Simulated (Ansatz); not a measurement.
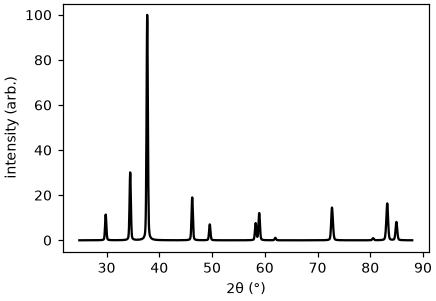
*Simulated powder pattern, Cu Kα, λ = 1.54184 Å*

The pattern belongs to a structure relaxed with the program Ansatz at the PBE level (PAW).

**Question.** Pick the material that matches.
A. SiC, NiAs type
B. TiC, rock salt
C. MgO, P4_2/mmc (Mg on 2c, O on 2e)
D. C, P4_2/mmc (C on 2e, C on 4i)

**Answer.** D, C, P4_2/mmc (C on 2e, C on 4i)

The start of the workflow was typed in or built on a structure type; neither database checked (COD, Materials Project) lists it. It is not the phase usual at ambient conditions (space group No. 194, 227). The PBE relaxation kept the symmetry of its start; its stability against distortions is not shown here.

Potentials: the later of the program's two PAW sets.
